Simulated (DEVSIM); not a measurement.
System: TaN/Al2O3/n-Si capacitor, at 250 K.

| layer (left to right) | material | thickness (nm) | Nd (cm⁻³) |
|---|---|---|---|
| 1 | Al2O3 | 3.40 | - |
| 2 | Si | 490 | 1.4e18 |

Metal gate on the left, work function 4.4 eV. Fixed charge at the semiconductor interface 1.2e10 cm⁻² (in units of +e); no interface traps.

The device is made up for the run: typed textbook-type constants, with dimensions and the other settings drawn at random. Values at 300 K; Nc and Nv go as T^1.5, mobilities as T to minus their exponent, the gap by Varshni's rule with the affinity fixed.

| parameter | Al2O3 | Si |
|---|---|---|
| gap (eV) | 6.8 | 1.124 |
| affinity (eV) | 1.35 | 4.05 |
| permittivity | 9 | 11.7 |
| Nc (cm⁻³) | - | 2.86e19 |
| Nv (cm⁻³) | - | 3.1e19 |
| Varshni α (eV/K) | - | 0.000473 |
| Varshni β (K) | - | 636 |

Model (solved in DEVSIM): 1D Poisson equation in equilibrium, Boltzmann statistics, complete ionisation; no quantum confinement or tunnelling. Metal contacts follow the ideal Schottky-Mott rule: no Fermi-level pinning, no interface dipoles.

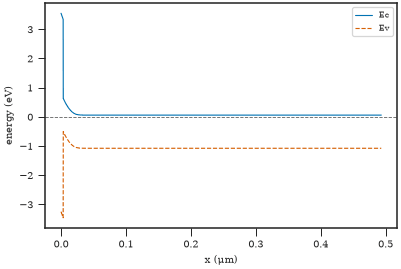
*Band edges at -0.5 V on the gate*

Energies count from the Fermi level of the right contact; mesh points crowd at the junctions.

| x (μm) | Ec (eV) | Ev (eV) | n (cm⁻³) | p (cm⁻³) | field (V/cm) |
|---|---|---|---|---|---|
| 0.000 | 3.550 | -3.250 | < 1e2 | < 1e2 | -640000 |
| 0.0007381 | 3.503 | -3.297 | < 1e2 | < 1e2 | -640000 |
| 0.001614 | 3.447 | -3.353 | < 1e2 | < 1e2 | -640000 |
| 0.002493 | 3.391 | -3.409 | < 1e2 | < 1e2 | -640000 |
| 0.003440 | 0.631 | -0.505 | 4100000 | 1.6e9 | -490000 |
| 0.004374 | 0.586 | -0.550 | 3.3e7 | 2.0e8 | -470000 |
| 0.006031 | 0.512 | -0.624 | 1.0e9 | 6100000 | -430000 |
| 0.01048 | 0.341 | -0.795 | 2.9e12 | 2200 | -340000 |
| 0.01687 | 0.171 | -0.966 | 7.9e15 | < 1e2 | -200000 |
| 0.02821 | 0.066 | -1.070 | 1.0e18 | < 1e2 | -20000 |
| 0.04833 | 0.059 | -1.077 | 1.4e18 | < 1e2 | -40 |
| 0.09907 | 0.059 | -1.077 | 1.4e18 | < 1e2 | ≈ 0 |
| 0.1741 | 0.059 | -1.077 | 1.4e18 | < 1e2 | ≈ 0 |
| 0.2935 | 0.059 | -1.077 | 1.4e18 | < 1e2 | ≈ 0 |
| 0.4020 | 0.059 | -1.077 | 1.4e18 | < 1e2 | ≈ 0 |
| 0.4424 | 0.059 | -1.077 | 1.4e18 | < 1e2 | ≈ 0 |
| 0.4652 | 0.059 | -1.077 | 1.4e18 | < 1e2 | ≈ 0 |
| 0.4780 | 0.059 | -1.077 | 1.4e18 | < 1e2 | ≈ 0 |
| 0.4867 | 0.059 | -1.077 | 1.4e18 | < 1e2 | ≈ 0 |
| 0.4901 | 0.059 | -1.077 | 1.4e18 | < 1e2 | ≈ 0 |
| 0.4921 | 0.059 | -1.077 | 1.4e18 | < 1e2 | ≈ 0 |
| 0.4934 | 0.059 | -1.077 | 1.4e18 | < 1e2 | ≈ 0 |
